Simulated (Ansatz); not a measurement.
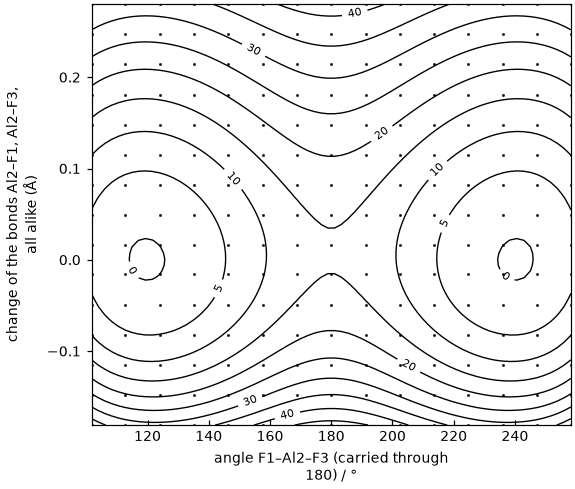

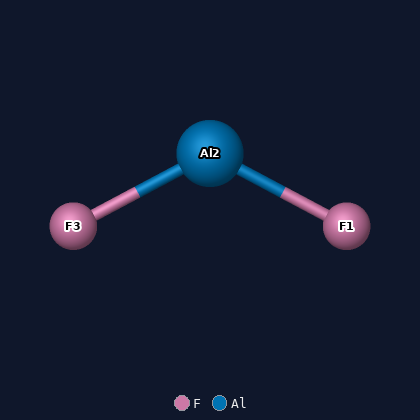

Energy landscape of AlF₂, SMILES [F][Al][F], spin multiplicity 2. Coordinates scanned: (1) angle F1–Al2–F3 (carried through 180); (2) change of the bonds Al2–F1, Al2–F3, all alike. Nothing is relaxed (all other coordinates rigid). Grid: 15 × 15 points; 120 points were computed and 105 follow by symmetry. Points are written as (first, second). All energies are given in kcal/mol relative to the lowest grid point. Theory: UKS PBE0-D4/def2-TZVP in Ansatz.

Drawn: contour lines labelled in kcal/mol, dots at the grid points. Between grid points the surface is interpolated. The second picture is the structure at the lowest point.

Q: Where are the wells?

A: The lowest grid point is at (124.0°, −0.016 Å); the map holds 2 wells of about this depth. No other kind of well shows on this grid. The highest grid point, (180.0°, −0.181 Å), lies 46.9 kcal/mol above the lowest. On the interpolated surface the easiest way out of the lowest well to a well of about the same depth near (236.0°, −0.016 Å) passes a barrier of about 15 kcal/mol.

Grid values (kcal/mol):

```tsv
second ↓, first →	101.7	112.8	124.0	135.2	146.4	157.6	168.8	180.0	191.2	202.4	213.6	224.8	236.0	247.2	258.3
0.280	35.0	32.6	32.4	33.8	36.1	38.9	41.2	42.1	41.2	38.9	36.1	33.8	32.4	32.6	35.0
0.247	29.2	26.8	26.6	28.0	30.6	33.5	36.0	36.9	36.0	33.5	30.6	28.0	26.6	26.8	29.2
0.214	23.6	21.2	21.0	22.6	25.3	28.4	31.1	32.1	31.1	28.4	25.3	22.6	21.0	21.2	23.6
0.181	18.6	16.0	15.9	17.5	20.4	23.7	26.5	27.6	26.5	23.7	20.4	17.5	15.9	16.0	18.6
0.148	14.0	11.3	11.2	12.9	15.9	19.4	22.4	23.6	22.4	19.4	15.9	12.9	11.2	11.3	14.0
0.115	10.0	7.2	7.1	8.9	12.0	15.8	18.9	20.2	18.9	15.8	12.0	8.9	7.1	7.2	10.0
0.082	6.9	3.9	3.8	5.6	8.9	12.8	16.1	17.4	16.1	12.8	8.9	5.6	3.8	3.9	6.9
0.049	4.7	1.6	1.3	3.2	6.6	10.7	14.1	15.5	14.1	10.7	6.6	3.2	1.3	1.6	4.7
0.016	3.6	0.3	0.0	2.0	5.4	9.6	13.2	14.7	13.2	9.6	5.4	2.0	0.0	0.3	3.6
−0.016	4.0	0.4	0.0	2.0	5.5	9.8	13.5	15.0	13.5	9.8	5.5	2.0	0.0	0.4	4.0
−0.049	5.9	2.1	1.6	3.5	7.2	11.5	15.4	16.9	15.4	11.5	7.2	3.5	1.6	2.1	5.9
−0.082	9.9	5.7	5.1	7.0	10.7	15.1	19.0	20.6	19.0	15.1	10.7	7.0	5.1	5.7	9.9
−0.115	16.2	11.6	10.8	12.7	16.4	21.0	24.9	26.6	24.9	21.0	16.4	12.7	10.8	11.6	16.2
−0.148	25.4	20.4	19.4	21.2	24.9	29.5	33.5	35.1	33.5	29.5	24.9	21.2	19.4	20.4	25.4
−0.181	38.0	32.4	31.2	32.9	36.6	41.2	45.2	46.9	45.2	41.2	36.6	32.9	31.2	32.4	38.0
```

Time for the 120 points that were run: 9.2 min on 1 thread of Arm Neoverse N1 (shared host).
